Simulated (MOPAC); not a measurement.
**Frequency calculation, with input and output: CH4GeOS (part 2 of 2)**

The same run, continued: CH4GeOS, SMILES C[O][Ge][SH]; PM6-D3, closed shell, dispersion D3 (MOPAC 23.2.5). The geometry was optimised with PM6-D3.

Geometry of the input (Å):
```
C  -0.2884  1.1250  0.1232
O  -0.6632  0.0174  0.8882
Ge -0.5339  -1.6647  1.1199
S  0.8430  -2.3377  -0.5501
H  0.8033  1.2346  0.1478
H  -0.6442  0.9941  -0.9068
H  -0.7716  1.9970  0.5878
H  1.1467  -1.2075  -1.2284
```

## Output, continued
```
 VIBRATION          3    2A"         ATOM PAIR     ENERGY CONTRIBUTION    RADIAL
 FREQUENCY           193.27         C 1 -- O 2         +29.4% (224.6%)      0.0%
 TRANSITION DIPOLE   0.4928         C 1 -- H 5         +15.7% (164.2%)     61.2%
 TRAVEL (Ang.)       0.2525         C 1 -- H 6         +15.7% (164.2%)     63.3%
 REDUCED MASS        5.4705         C 1 -- Ge3         +15.6% (163.3%)      0.0%
 EFFECTIVE MASS     43.5295         C 1 -- H 7         +14.8% (159.5%)      0.0%
 FORCE CONSTANT      0.1204

 VIBRATION          4    2A'         ATOM PAIR     ENERGY CONTRIBUTION    RADIAL
 FREQUENCY           205.39         C 1 -- O 2         +23.5% (188.6%)      0.5%
 TRANSITION DIPOLE   1.0820         C 1 -- Ge3         +15.2% (151.5%)     99.2%
 TRAVEL (Ang.)       0.2090         O 2 -- Ge3         +15.1% (151.3%)      0.0%
 REDUCED MASS        7.5143         C 1 -- H 5         +15.0% (150.7%)      7.6%
 EFFECTIVE MASS     45.6352         C 1 -- H 6         +15.0% (150.7%)      6.2%
 FORCE CONSTANT      0.1868         C 1 -- H 7         +13.7% (144.2%)     32.5%

 VIBRATION          5    3A"         ATOM PAIR     ENERGY CONTRIBUTION    RADIAL
 FREQUENCY           239.62         S 4 -- H 8         +59.0% ( 90.8%)      0.0%
 TRANSITION DIPOLE   0.5955         C 1 -- O 2         +14.2% ( 44.5%)      0.0%
 TRAVEL (Ang.)       0.5452         O 2 -- Ge3         +10.7% ( 38.7%)      0.0%
 REDUCED MASS        0.9469         C 1 -- H 5          +5.4% ( 27.4%)     21.5%
 EFFECTIVE MASS      4.7477
 FORCE CONSTANT      0.0320

 VIBRATION          6    3A'         ATOM PAIR     ENERGY CONTRIBUTION    RADIAL
 FREQUENCY           365.19         Ge3 -- S 4         +59.3% (103.0%)    100.0%
 TRANSITION DIPOLE   4.9988         S 4 -- H 8         +28.0% ( 70.8%)      4.5%
 TRAVEL (Ang.)       0.0918         C 1 -- Ge3          +5.9% ( 32.3%)      0.7%
 REDUCED MASS       21.9207         O 2 -- Ge3          +5.5% ( 31.5%)      1.9%
 EFFECTIVE MASS     43.6325
 FORCE CONSTANT      1.7225

 VIBRATION          7    4A'         ATOM PAIR     ENERGY CONTRIBUTION    RADIAL
 FREQUENCY           549.46         S 4 -- H 8         +24.7% ( 81.2%)      1.7%
 TRANSITION DIPOLE   0.7690         O 2 -- Ge3         +15.3% ( 63.9%)     86.4%
 TRAVEL (Ang.)       0.3101         C 1 -- O 2         +13.3% ( 59.4%)      7.6%
 REDUCED MASS        1.2764         C 1 -- Ge3         +12.5% ( 57.8%)     96.8%
 EFFECTIVE MASS     10.3305         C 1 -- H 7         +11.7% ( 55.9%)     32.2%
 FORCE CONSTANT      0.2270         C 1 -- H 6         +10.6% ( 53.2%)      5.5%
                            C 1 -- H 5         +10.6% ( 53.2%)      5.4%

 VIBRATION          8    5A'         ATOM PAIR     ENERGY CONTRIBUTION    RADIAL
 FREQUENCY           580.05         O 2 -- Ge3         +17.9% ( 84.3%)    100.0%
 TRANSITION DIPOLE   0.7095         C 1 -- Ge3         +17.0% ( 82.2%)     99.9%
 TRAVEL (Ang.)       0.1560         C 1 -- H 7         +14.3% ( 75.5%)     28.5%
 REDUCED MASS        4.7782         C 1 -- O 2         +14.1% ( 74.8%)     18.4%
 EFFECTIVE MASS     20.1447         C 1 -- H 6         +13.6% ( 73.6%)      5.3%
 FORCE CONSTANT      0.9472         C 1 -- H 5         +13.6% ( 73.6%)      5.1%

 VIBRATION          9    6A'         ATOM PAIR     ENERGY CONTRIBUTION    RADIAL
 FREQUENCY          1100.93         C 1 -- H 7         +41.5% ( 82.2%)     13.6%
 TRANSITION DIPOLE   0.2471         C 1 -- H 5         +20.2% ( 57.3%)      7.3%
 TRAVEL (Ang.)       0.2920         C 1 -- H 6         +20.2% ( 57.3%)      6.0%
 REDUCED MASS        0.7181         C 1 -- O 2          +9.4% ( 39.1%)      3.6%
 EFFECTIVE MASS      3.1686
 FORCE CONSTANT      0.5128

 VIBRATION         10    4A"         ATOM PAIR     ENERGY CONTRIBUTION    RADIAL
 FREQUENCY          1122.74         C 1 -- H 5         +33.7% ( 73.4%)     12.9%
 TRANSITION DIPOLE   0.0362         C 1 -- H 6         +33.7% ( 73.4%)     14.0%
 TRAVEL (Ang.)       0.2924         C 1 -- H 7         +15.1% ( 49.0%)      0.0%
 REDUCED MASS        0.7027         C 1 -- O 2          +9.1% ( 38.1%)      0.0%
 EFFECTIVE MASS      3.0923
 FORCE CONSTANT      0.5219

 VIBRATION         11    7A'         ATOM PAIR     ENERGY CONTRIBUTION    RADIAL
 FREQUENCY          1211.84         C 1 -- O 2         +39.0% ( 99.7%)     99.0%
 TRANSITION DIPOLE   3.3746         O 2 -- Ge3         +13.9% ( 59.5%)     85.4%
 TRAVEL (Ang.)       0.0891         C 1 -- Ge3         +11.9% ( 55.1%)     89.7%
 REDUCED MASS        7.0087         C 1 -- H 6         +11.9% ( 55.1%)      6.5%
 EFFECTIVE MASS     14.2673         C 1 -- H 5         +11.9% ( 55.1%)      6.4%
 FORCE CONSTANT      6.0642         C 1 -- H 7         +11.4% ( 54.0%)      9.3%

 VIBRATION         12    8A'         ATOM PAIR     ENERGY CONTRIBUTION    RADIAL
 FREQUENCY          1249.00         C 1 -- H 5         +38.1% ( 53.4%)      1.1%
 TRANSITION DIPOLE   0.2845         C 1 -- H 6         +37.9% ( 53.3%)      0.5%
 TRAVEL (Ang.)       0.3857         C 1 -- H 7         +18.1% ( 36.8%)     17.4%
 REDUCED MASS        0.3630         C 1 -- Ge3          +2.9% ( 14.8%)     18.3%
 EFFECTIVE MASS      1.3470
 FORCE CONSTANT      0.3336

 VIBRATION         13    5A"         ATOM PAIR     ENERGY CONTRIBUTION    RADIAL
 FREQUENCY          1250.16         C 1 -- H 7         +46.3% ( 58.7%)      0.0%
 TRANSITION DIPOLE   0.3737         C 1 -- H 6         +24.2% ( 42.5%)      7.5%
 TRAVEL (Ang.)       0.3813         C 1 -- H 5         +24.0% ( 42.3%)      6.2%
 REDUCED MASS        0.3710         C 1 -- Ge3          +2.8% ( 14.3%)      0.0%
 EFFECTIVE MASS      1.3248
 FORCE CONSTANT      0.3416

 VIBRATION         14    9A'         ATOM PAIR     ENERGY CONTRIBUTION    RADIAL
 FREQUENCY          1363.45         C 1 -- H 6         +32.8% ( 53.5%)      0.4%
 TRANSITION DIPOLE   0.2380         C 1 -- H 5         +32.8% ( 53.5%)      0.4%
 TRAVEL (Ang.)       0.3775         C 1 -- H 7         +25.5% ( 47.1%)      0.3%
 REDUCED MASS        0.3471         O 2 -- Ge3          +3.1% ( 16.5%)     84.4%
 EFFECTIVE MASS      1.7808
 FORCE CONSTANT      0.3802

 VIBRATION         15   10A'         ATOM PAIR     ENERGY CONTRIBUTION    RADIAL
 FREQUENCY          2674.91         C 1 -- H 7         +63.5% ( 82.4%)     99.7%
 TRANSITION DIPOLE   0.5006         C 1 -- H 6         +17.3% ( 43.1%)     85.3%
 TRAVEL (Ang.)       0.2267         C 1 -- H 5         +17.3% ( 43.0%)     87.6%
 REDUCED MASS        0.4906         C 1 -- Ge3          +0.9% (  9.8%)      7.5%
 EFFECTIVE MASS      1.4603
 FORCE CONSTANT      2.0683

 VIBRATION         16    6A"         ATOM PAIR     ENERGY CONTRIBUTION    RADIAL
 FREQUENCY          2677.75         C 1 -- H 5         +48.7% ( 72.1%)     97.7%
 TRANSITION DIPOLE   0.3909         C 1 -- H 6         +48.7% ( 72.1%)     98.6%
 TRAVEL (Ang.)       0.2241         C 1 -- Ge3          +0.9% (  9.9%)      0.0%
 REDUCED MASS        0.5014         C 1 -- O 2          +0.9% (  9.8%)      0.0%
 EFFECTIVE MASS      1.4617
 FORCE CONSTANT      2.1182

 VIBRATION         17   11A'         ATOM PAIR     ENERGY CONTRIBUTION    RADIAL
 FREQUENCY          2696.36         S 4 -- H 8         +99.9% (100.0%)    100.0%
 TRANSITION DIPOLE   0.8102
 TRAVEL (Ang.)       0.1600
 REDUCED MASS        0.9766
 EFFECTIVE MASS      1.3085
 FORCE CONSTANT      4.1831

 VIBRATION         18   12A'         ATOM PAIR     ENERGY CONTRIBUTION    RADIAL
 FREQUENCY          2753.93         C 1 -- H 7         +34.4% ( 56.4%)     96.5%
 TRANSITION DIPOLE   0.3370         C 1 -- H 5         +32.6% ( 55.0%)     96.5%
 TRAVEL (Ang.)       0.2732         C 1 -- H 6         +32.6% ( 55.0%)     96.4%
 REDUCED MASS        0.3282         C 1 -- Ge3          +0.2% (  4.3%)     93.9%
 EFFECTIVE MASS      1.0943
 FORCE CONSTANT      1.4664

      SYMMETRY NUMBER FOR POINT-GROUP Cs  =  1

          SYSTEM IS A GROUND STATE

 job CH4GeOS

          MOLECULE IS NOT LINEAR

          THERE ARE 18 GENUINE VIBRATIONS IN THIS SYSTEM
          THIS THERMODYNAMICS CALCULATION IS LIMITED TO
          MOLECULES WHICH HAVE NO INTERNAL ROTATIONS

                    CALCULATED THERMODYNAMIC PROPERTIES
                                          *
   TEMP. (K)   PARTITION FUNCTION   H.O.F.    ENTHALPY  HEAT CAPACITY ENTROPY
                                   KCAL/MOL   CAL/MOLE    CAL/K/MOL  CAL/K/MOL

 298.00  VIB.     0.4168D+02                  2462.9713    14.3338    15.6773
         ROT.     0.1780D+06                   888.2803     2.9808    27.0057
         INT.     0.7421D+07                  3351.2516    17.3146    42.6830
         TRA.     0.1545D+28                  1480.4672     4.9680    40.6475
         TOT.                      -52.368    4831.7187    22.2826    83.3304

 200.00  VIB.     0.9985D+01                  1206.7515    11.2301    10.6065
         ROT.     0.9789D+05                   596.1613     2.9808    25.8170
         INT.     0.9775D+06                  1802.9128    14.2109    36.4235
         TRA.     0.8495D+27                   993.6021     4.9680    38.6663
         TOT.                      -54.403    2796.5149    19.1789    75.0898

 210.00  VIB.     0.1162D+02                  1320.7707    11.5721    11.1627
         ROT.     0.1053D+06                   625.9693     2.9808    25.9624
         INT.     0.1223D+07                  1946.7400    14.5529    37.1252
         TRA.     0.9140D+27                  1043.2822     4.9680    38.9087
         TOT.                      -54.210    2990.0223    19.5210    76.0339

 220.00  VIB.     0.1350D+02                  1438.1648    11.9053    11.7088
         ROT.     0.1129D+06                   655.7774     2.9808    26.1011
         INT.     0.1524D+07                  2093.9422    14.8862    37.8099
         TRA.     0.9801D+27                  1092.9623     4.9680    39.1398
         TOT.                      -54.013    3186.9045    19.8542    76.9497

 230.00  VIB.     0.1566D+02                  1558.8538    12.2314    12.2452
         ROT.     0.1207D+06                   685.5855     2.9808    26.2336
         INT.     0.1891D+07                  2244.4393    15.2122    38.4788
         TRA.     0.1048D+28                  1142.6424     4.9680    39.3607
         TOT.                      -53.813    3387.0817    20.1802    77.8395

 240.00  VIB.     0.1816D+02                  1682.7732    12.5516    12.7726
         ROT.     0.1287D+06                   715.3935     2.9808    26.3605
         INT.     0.2337D+07                  2398.1667    15.5324    39.1331
         TRA.     0.1117D+28                  1192.3226     4.9680    39.5721
         TOT.                      -53.609    3590.4893    20.5004    78.7052

 250.00  VIB.     0.2102D+02                  1809.8705    12.8671    13.2914
         ROT.     0.1368D+06                   745.2016     2.9808    26.4822
         INT.     0.2876D+07                  2555.0721    15.8479    39.7735
         TRA.     0.1187D+28                  1242.0027     4.9680    39.7749
         TOT.                      -53.403    3797.0747    20.8159    79.5484

 260.00  VIB.     0.2430D+02                  1940.1023    13.1786    13.8021
         ROT.     0.1451D+06                   775.0097     2.9808    26.5991
         INT.     0.3526D+07                  2715.1119    16.1594    40.4012
         TRA.     0.1259D+28                  1291.6828     4.9680    39.9698
         TOT.                      -53.193    4006.7947    21.1275    80.3709

 270.00  VIB.     0.2806D+02                  2073.4319    13.4868    14.3053
         ROT.     0.1535D+06                   804.8177     2.9808    26.7116
         INT.     0.4308D+07                  2878.2497    16.4676    41.0168
         TRA.     0.1332D+28                  1341.3629     4.9680    40.1573
         TOT.                      -52.980    4219.6125    21.4356    81.1741

 280.00  VIB.     0.3235D+02                  2209.8273    13.7918    14.8013
         ROT.     0.1622D+06                   834.6258     2.9808    26.8200
         INT.     0.5247D+07                  3044.4530    16.7726    41.6212
         TRA.     0.1407D+28                  1391.0430     4.9680    40.3379
         TOT.                      -52.764    4435.4960    21.7406    81.9592

 290.00  VIB.     0.3726D+02                  2349.2588    14.0940    15.2905
         ROT.     0.1709D+06                   864.4339     2.9808    26.9246
         INT.     0.6369D+07                  3213.6927    17.0748    42.2151
         TRA.     0.1483D+28                  1440.7231     4.9680    40.5123
         TOT.                      -52.545    4654.4158    22.0428    82.7274

 300.00  VIB.     0.4286D+02                  2491.6985    14.3935    15.7734
         ROT.     0.1798D+06                   894.2419     2.9808    27.0256
         INT.     0.7708D+07                  3385.9404    17.3743    42.7990
         TRA.     0.1561D+28                  1490.4032     4.9680    40.6807
         TOT.                      -52.324    4876.3436    22.3423    83.4797

 310.00  VIB.     0.4924D+02                  2637.1187    14.6901    16.2502
         ROT.     0.1889D+06                   924.0500     2.9808    27.1234
         INT.     0.9301D+07                  3561.1686    17.6709    43.3735
         TRA.     0.1639D+28                  1540.0833     4.9680    40.8436
         TOT.                      -52.099    5101.2519    22.6389    84.2171

 320.00  VIB.     0.5649D+02                  2785.4910    14.9839    16.7212
         ROT.     0.1981D+06                   953.8580     2.9808    27.2180
         INT.     0.1119D+08                  3739.3491    17.9647    43.9392
         TRA.     0.1719D+28                  1589.7634     4.9680    41.0013
         TOT.                      -51.871    5329.1125    22.9327    84.9405

 330.00  VIB.     0.6474D+02                  2936.7865    15.2747    17.1868
         ROT.     0.2075D+06                   983.6661     2.9808    27.3097
         INT.     0.1343D+08                  3920.4526    18.2555    44.4965
         TRA.     0.1800D+28                  1639.4435     4.9680    41.1542
         TOT.                      -51.640    5559.8961    23.2235    85.6507

 340.00  VIB.     0.7411D+02                  3090.9745    15.5624    17.6470
         ROT.     0.2170D+06                  1013.4742     2.9808    27.3987
         INT.     0.1608D+08                  4104.4487    18.5432    45.0457
         TRA.     0.1883D+28                  1689.1236     4.9680    41.3025
         TOT.                      -51.406    5793.5723    23.5112    86.3483

 350.00  VIB.     0.8473D+02                  3248.0234    15.8468    18.1023
         ROT.     0.2266D+06                  1043.2822     2.9808    27.4851
         INT.     0.1920D+08                  4291.3056    18.8276    45.5874
         TRA.     0.1967D+28                  1738.8037     4.9680    41.4465
         TOT.                      -51.170    6030.1093    23.7956    87.0339

 360.00  VIB.     0.9677D+02                  3407.8996    16.1278    18.5526
         ROT.     0.2364D+06                  1073.0903     2.9808    27.5691
         INT.     0.2288D+08                  4480.9899    19.1087    46.1217
         TRA.     0.2051D+28                  1788.4838     4.9680    41.5865
         TOT.                      -50.930    6269.4737    24.0767    87.7082

 370.00  VIB.     0.1104D+03                  3570.5684    16.4053    18.9983
         ROT.     0.2463D+06                  1102.8984     2.9808    27.6508
         INT.     0.2720D+08                  4673.4668    19.3861    46.6491
         TRA.     0.2138D+28                  1838.1639     4.9680    41.7226
         TOT.                      -50.688    6511.6307    24.3541    88.3717

 380.00  VIB.     0.1258D+03                  3735.9938    16.6791    19.4395
         ROT.     0.2564D+06                  1132.7064     2.9808    27.7302
         INT.     0.3226D+08                  4868.7002    19.6599    47.1697
         TRA.     0.2225D+28                  1887.8440     4.9680    41.8551
         TOT.                      -50.443    6756.5443    24.6279    89.0248

 390.00  VIB.     0.1432D+03                  3904.1385    16.9492    19.8762
         ROT.     0.2666D+06                  1162.5145     2.9808    27.8077
         INT.     0.3818D+08                  5066.6530    19.9300    47.6839
         TRA.     0.2313D+28                  1937.5242     4.9680    41.9841
         TOT.                      -50.196    7004.1772    24.8980    89.6680

 400.00  VIB.     0.1629D+03                  4074.9644    17.2154    20.3087
         ROT.     0.2769D+06                  1192.3226     2.9808    27.8831
         INT.     0.4511D+08                  5267.2869    20.1962    48.1918
         TRA.     0.2403D+28                  1987.2043     4.9680    42.1099
         TOT.                      -49.945    7254.4912    25.1642    90.3017

   *: NOTE: HEATS OF FORMATION ARE RELATIVE TO THE
            ELEMENTS IN THEIR STANDARD STATE AT 298K
              (=  Standard Enthalpy of Formation).

            Hvib:  Zero-point energy is not included.
                   frequencies of less than zero cm-1 are not included.
            Hrot = (3/2)RT
            Htra = (3/2)RT + pV = (5/2)RT

            Heat capacity is Cp, not Cv

           FORCE CONSTANT IN CARTESIAN COORDINATES (Millidynes/A)

    ATOM   CHEMICAL       X               Y               Z
   NUMBER   SYMBOL  FORCE CONSTANT  FORCE CONSTANT  FORCE CONSTANT

      1       C        6.892724        6.122402        6.175438
      2       O        8.664210        1.580326        0.777373
      3      Ge        3.710960        2.575273        0.132550
      4       S        4.440146        1.767939        0.054505
      5       H        1.234064        1.289969        2.884335
      6       H        1.234765        1.292872        2.880732
      7       H        1.099066        3.747441        0.523996
      8       H        4.172545        0.190356        0.030930

 *                    *
 * JOB ENDED NORMALLY *
 *                    *

 TOTAL JOB TIME:             0.12 SECONDS

 == MOPAC DONE ==
```

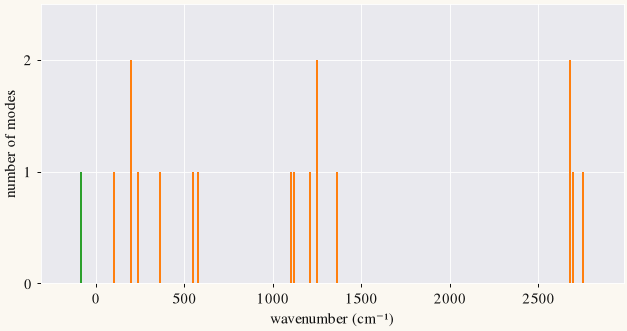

**Figure 1.** Harmonic vibrational wavenumbers from the force constants; neighbouring modes closer than 13 cm⁻¹ are counted in one stick, and imaginary ones are drawn at negative wavenumbers. 18 modes from 84i to 2754 cm⁻¹, 1 imaginary beyond 8i (84i cm⁻¹): not a clean minimum; so soft a mode can be a shallow saddle, an incomplete relaxation or noise of the force constants.

## Key numbers

| quantity | value |
| --- | --- |
| outcome | converged |
| heat of formation | −52.37 kcal/mol |
| basis functions | 25 |
| zero-point energy | 0.046327 hartree |
| wavenumbers, lowest and highest | 84i and 2754 cm⁻¹ |
| hardware | 1 thread of Arm Neoverse V1, 24 GiB of memory available, shared host |
| peak memory | 0.074 GiB |

## Notes

MOPAC's energies along a path are heats of formation.
